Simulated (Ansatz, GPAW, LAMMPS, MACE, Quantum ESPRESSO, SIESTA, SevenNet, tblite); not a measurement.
## Codes compared on liquid 62SiO2-17Al2O3-10MgO-10Na2O (mol %) at 2000 K (94 atoms)

How near do other programs and methods come to a plane-wave reference for liquid 62SiO2-17Al2O3-10MgO-10Na2O (mol %) at 2000 K (94 atoms)? A plane-wave run serves as the reference.

Calculated with Ansatz 0.2.0; Kohn-Sham DFT, PBE, PAW, plane waves.

## 1. The starting structure

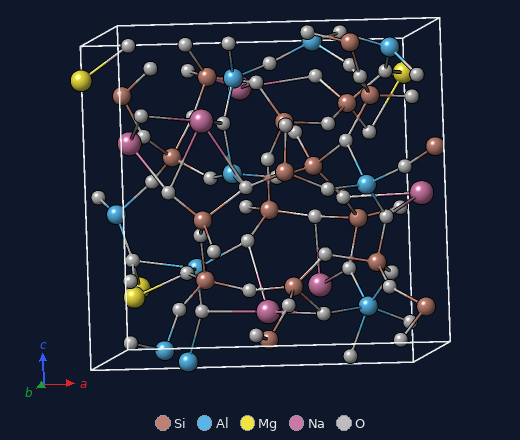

Start, viewed slightly off an axis; silicon pink, aluminium blue, magnesium yellow, sodium pink, oxygen light grey. Bonds to atoms that aren't drawn are left out. Some periodic images of atoms are drawn too.

The cell holds 94 atoms: 18 Si, 10 Al, 3 Mg, 6 Na and 57 O. Cell: a = 11.041 Å, b = 11.041 Å, c = 11.041 Å, α = 90.0°, β = 90.0°, γ = 90.0°. 94 atoms (18 Si, 10 Al, 3 Mg, 6 Na, 57 O) placed at random at 2.51 g/cm³, melted at 4000 K for 10 ps at fixed volume with the Morse and Coulomb pair potential with partial charges (Pedone, Malavasi, Menziani, Cormack and Segre, J. Phys. Chem. B 110, 11780 (2006)). Snapshot at the end of a hold of 10 ps at 2000 K and zero pressure.

## 2. Reference: Ansatz, plane waves

The PAW files are the set soft_2.

input.yaml

```yaml
crystal:
  lattice:
    - [11.04071, 0.0, 0.0]
    - [0.0, 11.04071, 0.0]
    - [0.0, 0.0, 11.04071]
  atoms:
    - { symbol: Si, position: [0.56169, 0.35144, 0.20328] }
    - { symbol: Si, position: [0.80324, 0.84916, 0.79516] }
    - { symbol: Si, position: [0.80485, 0.66512, 0.42893] }
    - { symbol: Si, position: [0.94367, 0.12782, 0.11773] }
    [... 84 atom lines left out ...]
    - { symbol: O, position: [0.14414, 0.96653, 0.99612] }
    - { symbol: O, position: [0.50485, 0.68524, 0.85615] }
    - { symbol: O, position: [0.37166, 0.24668, 0.95221] }
    - { symbol: O, position: [0.30838, 0.80954, 0.90469] }
    - { symbol: O, position: [0.51884, 0.43594, 0.89904] }
    - { symbol: O, position: [0.93747, 0.67862, 0.45952] }
kpoints:
  mp_grid: { grid: [1, 1, 1] }
hamiltonian:
  xc: pbe
scf:
  occupations: { method: fermi_dirac, width: 0.05 }
output:
  forces: true
  eigenvalues: true
  populations: true
  stress: true
```

Launch:

```
$ ansatz run input.yaml --threads 4 --pin off --max-ram 8192MiB --backend cpu --events-out ev --progress --plain --runs-dir out
```

Log:

```text
[...]
Pseudopotentials: kind: paw
Pseudopotential: Si, paw, valence charge 4, recommended cutoff 420 eV (normal), Si.paw.azcp
Pseudopotential: Al, paw, valence charge 3, recommended cutoff 420 eV (normal), Al.paw.azcp
Pseudopotential: Mg, paw, valence charge 10, recommended cutoff 420 eV (normal), Mg.paw.azcp
Pseudopotential: Na, paw, valence charge 9, recommended cutoff 420 eV (normal), Na.paw.azcp
Pseudopotential: O, paw, valence charge 6, recommended cutoff 420 eV (normal), O.paw.azcp
[...]
Crystal: 94 atoms, lattice volume = 1345.832 Å³
Basis set: ecut = 420 eV, 26193 PW (Γ), exchange–correlation on 150×150×150 points (8 copies of the dense FFT grid, shifted against one another)
Bands: 358, of which v1, the nominal top of the filled ones, is band 264 counted from 1 (263 counted from 0)
Symmetry: 1 space group operations
Space group: P1 (ITA 1), of the structure as read, at distance tolerance 1.1e-4 Å
k-points: 1
[...]
Initial density: superposition of atomic densities (neutral atoms: chi_scale 0, normalization atom), corrected by the library's trained network
Initial wavefunctions: pseudopotential atomic-orbital guess
[...]
SCF iter   1: F=—  HF=-63934.689678 eV  |F-HF|=—  |Δ(HF+E_count)|=         —  Δρ=2.62e-3  dr2=1.27e-1  ethr=1.77e-3  ⟨swp⟩=6.0  Hψ=1551  notcnv=0  defer=43
preconditioner: auto → Resta (q_TF=auto, 2.334 Å⁻¹)  ε∞=3.0  [insulator: Δε(μ)=1.658 eV  Ē_g=15.679 eV  σ=0.050 eV  W_gap=1.00  n_scr=256 (ndim 8)  ℏωp=22.2 eV  f_vac=0.172  D(μ)=0.00/eV (n_scr^D=0)  ε∞_Penn≈3.0]
[...]
SCF iter   9: F=—  HF=-63934.684156 eV  |F-HF|=—  |Δ(HF+E_count)|=   5.45e-7  Δρ=4.83e-6  dr2=3.34e-7  ethr=5.24e-10  ⟨swp⟩=2.0  Hψ=515  notcnv=0  defer=89
SCF iter  10: F=-63934.684157 eV  HF=-63934.684157 eV  |F-HF|=6.80e-9  |Δ(HF+E_count)|=   1.07e-7  Δρ=2.46e-6  dr2=7.70e-8  ethr=1.89e-11  ⟨swp⟩=14.0  Hψ=2054  notcnv=0
SCF 1 converged in 10 iterations: F = -63934.684157 eV  dr2 = 7.70e-8
[...]
SCF converged after 10 iterations
Free energy (F): -63934.684157 eV
Harris-Foulkes:  -63934.684157 eV  (|F-HF|=6.80e-9)
Internal energy: -63934.684155 eV  (E = F + TS)
E sigma→0 (E₀):  -63934.684156 eV
Entropy (-TS):   -0.000002 eV (-0.000 meV/atom)
Fermi energy:    4.803384 eV
--- Per-component energies (eV) ---
[...]
Σ components = -63934.684157   (vs F -63934.684157, Δ=0.00e0)
--- Forces (eV/Å), atoms counted from 1 ---
  atom   1  Si     1.75636666     2.98063685    -2.05006426
  atom   2  Si     2.11744370    -0.17473673    -0.49025604
  atom   3  Si    -8.14053721    -1.11473057    -3.52558654
  atom   4  Si    -0.25861573     6.98101368    -0.56804144
[...]
atom  94  O      4.05540811     1.28392967     1.18416037
  max |Σ_I F_I| component: 2.32e-4 eV/Å
--- Stress (GPa, compression-positive) ---
        3.242920      -1.766823      -0.602691
       -1.766826       3.664772       0.721791
       -0.602690       0.721789       5.256465
  P = ⅓ Tr σ = 4.0547 GPa (40.547 kbar)
--- Band table (eV) ---
  k-point 0: bands = ["-72.0326", "-71.1549", "-70.9084", "-49.1605", [... 342 levels ...], "12.7707", "12.8074", "12.8548", "12.8804", "12.9420", "12.9949", "13.0136", "13.0903", "13.1032", "13.1434", "13.1839", "13.2408"]
--- Löwdin populations: 94 sites ---
  site symbol       q [e]
     0     Si      2.2236
     1     Si      2.3330
     2     Si      2.3107
[...]
93      O      6.8247
  spilling = 0.010603 (of n_electrons = 528.000000)
```

The job ended after 16 s (4 threads of Arm Neoverse V2, shared host; peak memory 1.7 GiB; 63 s of CPU time).

Numbers from this run:

* free energy: -63934.6842 eV
* free energy per atom: -680.1562 eV/atom
* SCF cycles: 10
* pressure: 4.055 GPa
* r.m.s. force component: 2.18 eV/Å
* longest force: 9.468 eV/Å
* Fermi energy: 4.803 eV
* gap (highest filled to lowest empty level): 1.459 eV
* spilling of the projection: 0.0106

Length of the force by element:

```
element  coordination  atoms  mean length of the force (eV/Å)  spread  least  most
     Al           all     10                             3.39    1.27   1.65  5.47
     Mg           all      3                             1.56   0.573   0.84  2.24
     Na           all      6                            0.793    0.41  0.340  1.58
      O           all     57                             2.88    1.61  0.499  7.55
     Si           all     18                             5.29    2.01   2.18  9.47
```

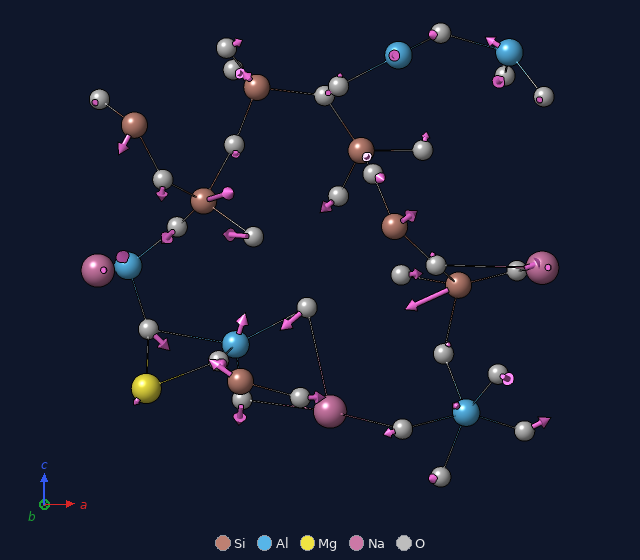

Forces as arrows; the longest in the cell is 9.47 eV/Å. Drawn is a slice 4 Å thick, seen along the normal of the ac plane. Bonds to atoms that aren't drawn are left out.

Löwdin charges by element (they lack the spilled electrons, 0.060 e an atom on average):

```
element  coordination  atoms  mean charge (e)  spread  least    most
     Al           all     10             1.33  0.0751   1.19    1.44
     Mg           all      3             1.66  0.0141   1.65    1.68
     Na           all      6            0.837  0.0259  0.801   0.880
      O           all     57           -0.853  0.0723  -1.06  -0.750
     Si           all     18             1.72  0.0506   1.60    1.78
```

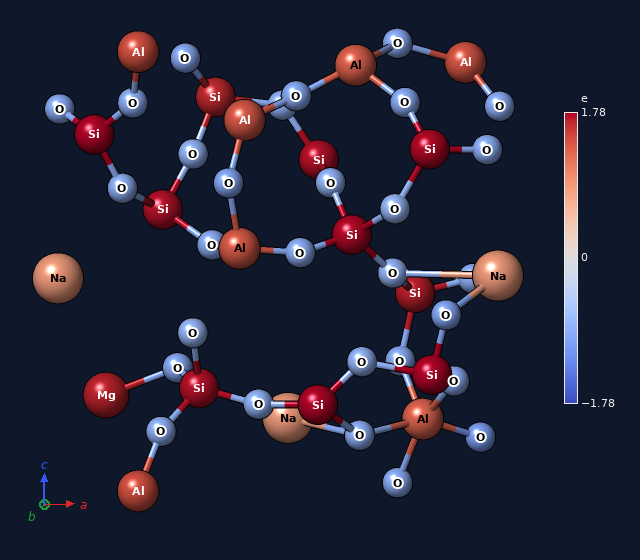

Atoms coloured by Löwdin charge. Drawn is a slice 4 Å thick, seen along the normal of the ac plane. Bonds to atoms that aren't drawn are left out.

The levels nearest the highest filled one (over half full), pooled over k-points and spins:

```
level less the highest filled one (eV)  occupation
                                 -1.24           2
                                -0.947           2
                                -0.566           2
                                -0.332           2
                                -0.119           2
                                     0           2
                                  1.46           0
                                  2.49           0
                                  2.72           0
                                  3.18           0
                                  3.33           0
                                  3.58           0
```

## 3. Structure statistics

Density 2.34 g/cm³, 14.32 Å³ an atom.

Pair distribution functions g(r), in bins of 0.2 Å:

```
r (Å)  total   O-O  O-Si  O-Al  O-Na  O-Mg  Si-Si
 1.40   0.22  0.00  0.96  0.00  0.00  0.00   0.00
 1.60   2.71  0.00  8.74  5.25  0.00  0.00   0.00
 1.80   1.70  0.00  4.35  4.78  0.00  1.83   0.00
 2.00   0.24  0.00  0.00  0.93  0.00  3.10   0.00
 2.20   0.25  0.06  0.00  0.79  1.00  1.27   0.00
 2.40   0.58  1.00  0.00  0.16  1.67  1.65   0.00
 2.60   1.10  2.47  0.00  0.14  1.59  0.00   0.00
 2.80   1.40  2.93  0.07  0.12  2.18  0.39   0.00
 3.00   0.70  1.03  0.06  0.11  0.00  1.06   2.48
 3.20   0.98  0.80  0.35  0.36  1.22  0.61   2.89
 3.40   0.90  0.57  0.68  0.97  0.56  1.62   1.78
 3.60   0.85  0.73  1.36  0.72  0.72  0.47   0.00
 3.80   1.03  0.59  1.77  1.76  0.97  0.45   0.00
 4.00   1.01  0.74  1.23  1.71  1.38  0.58   0.41
 4.20   1.22  0.88  1.86  1.39  1.16  0.71   1.31
 4.40   1.06  0.71  1.35  1.41  1.13  1.79   0.68
 4.60   0.96  0.86  0.89  1.03  0.89  1.93   1.09
 4.80   1.01  1.15  0.91  0.73  1.57  0.81   1.01
 5.00   1.19  1.68  0.75  0.90  1.39  0.62   1.05
 5.20   1.01  1.39  0.65  0.56  0.81  0.80   1.71
 5.40   1.07  1.18  0.83  1.06  0.75  1.08   1.81
```

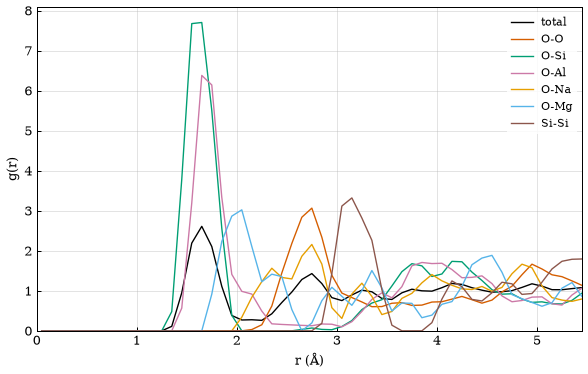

Pair distribution functions, lightly smoothed.

## 4. The ladder

The programs:
- GPAW 26.7.0: PAW with atomic orbitals (LCAO), plane waves or a real-space grid of spacing h.
- MACE: machine-learned potential, published weights.
- Quantum ESPRESSO 7.5: plane waves; labels (QE) give functional, pseudopotential set and cutoffs of waves/density.
- SIESTA 5.4.2: numerical atomic orbitals, whose automatically made sets are far from complete, with PseudoDojo norm-conserving potentials that we converted to its format (checked against plane waves on the same files for H, C, O, Si, Ge and Ca alone); labels give functional, basis size, energy shift and mesh cutoff.
- SevenNet: machine-learned potential, published weights.
- tblite 0.8.0: extended tight binding, driven from Python.

All use the same cell and atoms; the electronic-structure runs use the same k-mesh, and an electronic temperature of 580 K (0.05 eV) where levels are smeared.

Differences are against the plane-wave reference, forces as r.m.s. over components; share is that over the reference's r.m.s. force, slope the least-squares factor from reference forces to these. Total energies of different programs have different zeros and aren't compared.

```
                                                 run  Δ force, r.m.s. (meV/Å)  share (%)  slope  Δ pressure (GPa)  Δ gap (eV)  cores  CPU time  memory (GiB)
                                           reference                        -          -      -                 -           -      4      63 s           1.7
                        GPAW PBE, LCAO dzp, h 0.18 Å                      383       17.6  1.103                 -      -0.147      1   3.6 min           1.9
  GPAW PBE, LCAO dzp, h 0.18 Å, other mixer settings                      383       17.6  1.103                 -      -0.147      2   5.2 min           2.1
           GPAW PBE, LCAO sz(dzp), h 0.18 Å (coarse)                     1173       53.8  1.221                 -      -0.536      1      73 s           1.4
                             GPAW PBE, grid h 0.18 Å                      198       9.08  1.066                 -       0.026      2    12 min           3.1
                         MACE MP-0b2 small potential                      176       8.09  0.990             0.221           -      1     5.5 s          0.67
                         MACE MPA-0 medium potential                      134       6.15  1.010             0.341           -      1     7.3 s           1.1
            QE PBE, sssp-1.3.0-efficiency, 60/480 Ry                     63.6       2.92  1.022             0.381      0.0034      4    15 min           4.3
 SIESTA PBE, DZ, shift 0.01 Ry, mesh 500 Ry (coarse)                      996       45.7  1.252              10.3      -0.385      2   2.4 min           1.5
         SIESTA PBE, DZP, shift 0.01 Ry, mesh 500 Ry                      242       11.1  1.061              2.24      -0.133      2   5.9 min           2.4
 SIESTA PBE, SZ, shift 0.02 Ry, mesh 500 Ry (coarse)                     1109       50.9  1.277              6.94      -0.976      1   1.8 min          0.87
SIESTA PBE, SZP, shift 0.01 Ry, mesh 500 Ry (coarse)                      575       26.4  1.191              6.28      -0.220      2   4.5 min           2.2
                             SevenNet l3i5 potential                     97.9       4.49  1.003            -0.135           -      1       9 s           1.5
                                     tblite GFN1-xTB                      623       28.6  0.826              4.73           -      1     4.8 s          0.13
```

Rows marked coarse were listed beforehand as settings not expected to be converged; some can still land near the reference.

Times of the machine-learned potentials are mostly Python's start and the loading of weights.

CPU time is summed over cores on a shared host, where runs went side by side, so it is rough. Symmetry, cutoffs, thresholds, outputs and thread counts weren't matched or tuned between programs; memory under MPI is the largest rank's times the ranks.

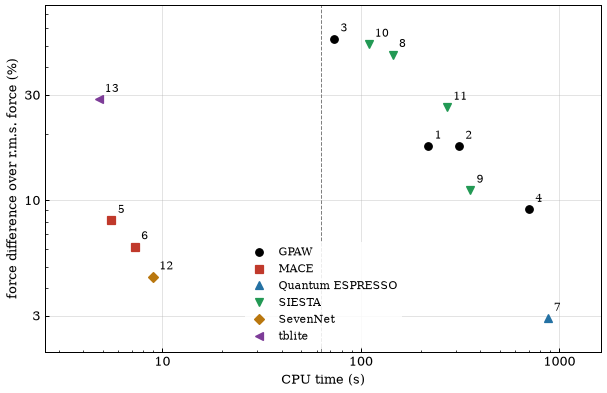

Force difference against CPU time; the dashed line marks the reference's time. Points: 1 GPAW PBE, LCAO dzp, h 0.18 Å; 2 GPAW PBE, LCAO dzp, h 0.18 Å, other mixer settings; 3 GPAW PBE, LCAO sz(dzp), h 0.18 Å; 4 GPAW PBE, grid h 0.18 Å; 5 MACE MP-0b2 small potential; 6 MACE MPA-0 medium potential; 7 QE PBE, sssp-1.3.0-efficiency, 60/480 Ry; 8 SIESTA PBE, DZ, shift 0.01 Ry, mesh 500 Ry; 9 SIESTA PBE, DZP, shift 0.01 Ry, mesh 500 Ry; 10 SIESTA PBE, SZ, shift 0.02 Ry, mesh 500 Ry; 11 SIESTA PBE, SZP, shift 0.01 Ry, mesh 500 Ry; 12 SevenNet l3i5 potential; 13 tblite GFN1-xTB.

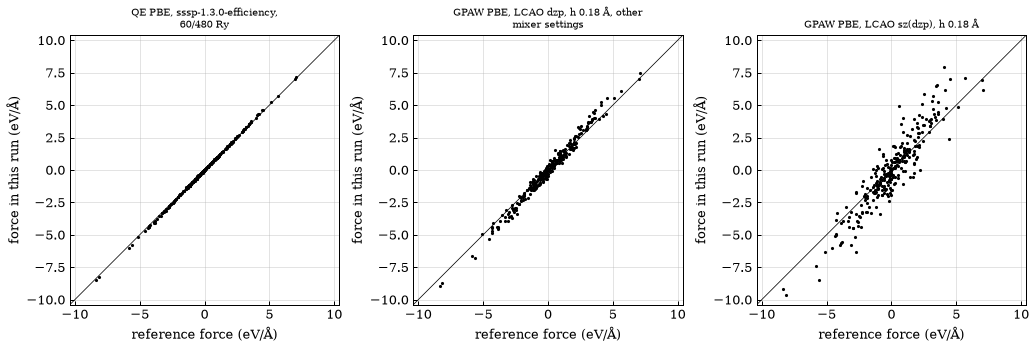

Force components against those of the reference; the line marks equality.

Mean charges by element (e), by run and scheme:

```
                                        run     scheme     Si     Al     Mg     Na      O
                                  reference     Löwdin  +1.72  +1.33  +1.66  +0.84  -0.85
SIESTA PBE, DZP, shift 0.01 Ry, mesh 500 Ry  Hirshfeld  +0.41  +0.38  +0.56  +0.33  -0.26
                            tblite GFN1-xTB   Mulliken  +0.51  +0.61  +0.78  +0.23  -0.33
```

The reference's Löwdin charges lack the electrons that the projection spills, 0.060 e an atom on average.

Within one program, basis, potentials and functional, energies share a zero. Each run against its twin at the usual cutoff or grid and solver:

```
                                               run                twin  Δ energy (meV/atom)  Δ force, r.m.s. (meV/Å)        CPU time over the twin's
GPAW PBE, LCAO dzp, h 0.18 Å, other mixer settings  LCAO dzp, h 0.18 Å                    0                    0.952  1.4 (this twin ran on 1 cores)
```

## 5. Results

* reference r.m.s. force component: 2.18 eV/Å
* nearest in forces: QE PBE, sssp-1.3.0-efficiency, 60/480 Ry, 2.9 %
* farthest in forces: GPAW PBE, LCAO sz(dzp), h 0.18 Å (coarse), 54 %
* cheapest electronic-structure run beside the reference: tblite GFN1-xTB, 4.8 s of CPU time

**Reading.** PBE on plane waves or a grid with other potentials, cutoffs or grids, coarse settings apart, differs from the reference by 2.9 % (QE PBE, sssp-1.3.0-efficiency, 60/480 Ry) to 9.1 % (GPAW PBE, grid h 0.18 Å) of the r.m.s. force; this holds the reference's own error, so differences of a few per cent don't tell which side is nearer the exact PBE result (QE's 60 Ry are 816 eV, against the reference's 420 eV). The PBE runs in local orbitals, coarse settings apart, differ by 11 % (SIESTA PBE, DZP, shift 0.01 Ry, mesh 500 Ry) to 18 % (GPAW PBE, LCAO dzp, h 0.18 Å); basis, grid and potentials can all enter. Tight binding differs by 29 % (tblite GFN1-xTB); it is another model, with fitted parameters of its own, and the xTB methods hold dispersion. Machine-learned potentials differ by 4.5 % (SevenNet l3i5 potential) to 8.1 % (MACE MP-0b2 small potential); they were trained on other programs' data. Runs with settings chosen to be coarse differ by 26 % (SIESTA PBE, SZP, shift 0.01 Ry, mesh 500 Ry) to 54 % (GPAW PBE, LCAO sz(dzp), h 0.18 Å), their programs' other errors included. One electronic-structure run takes under half the reference's CPU time: tblite GFN1-xTB, at 29 % in 4.8 s against 63 s; its pressure misses by +4.7 GPa. SIESTA PBE, SZP, shift 0.01 Ry, mesh 500 Ry stiffens the forces by a factor of 1.19 while following their directions (correlation 0.989); the slopes of the 4 SIESTA runs lie between 1.06 and 1.28. At the same functional, gaps differ from the reference's 1.46 eV by between -0.98 and +0.03 eV. In pressure, SIESTA PBE, DZ, shift 0.01 Ry, mesh 500 Ry misses by +10.3 GPa, at the same functional. Charges hang on model, scheme and program or settings: among these rows the mean for Si runs from +0.41 to +1.72 e. In the reference: filled and empty levels are parted by 1.46 eV (at Γ alone); a semilocal functional tends to put such gaps too low. In a disordered cell it changes from sample to sample and from frame to frame. In the reference: mean Löwdin charges: Al +1.33, Mg +1.66, Na +0.84, O -0.85, Si +1.72 e (they miss 1.1 % of the electrons, so they add up to more than the cell's charge). Periodic xTB results under one method name differ between programs and library versions. The potentials hold different valence shells: 528 electrons in the reference, 516 in GPAW and 504 in Quantum ESPRESSO with SSSP; this bears on time and differences. The frame stands for 2000 K, but pressures are static and levels are smeared at 580 K. Machine-learned potentials mimic data converged in k, so the reference's own k-point error enters their differences. The network of bonds at the start is that of the classical potential that made the cell, and needn't be the one that DFT or experiment would give. The electronic-structure runs sample only Γ, in a cell whose shortest periodic width is 11 Å.

[Also dropped from logs without a mark: logging warnings of Python, and SIESTA's first energy breakdown and zero terms.]

[Logs are printed without paths, hosts, clocks, repeated set-up lines and the standing remarks that a program may print on its own settings, such as how far it seeks lower states.]

[Hosts, paths, dates, database ids (printed as entryN), source tags and the programs' standing remarks are cut or masked in the printed files.]
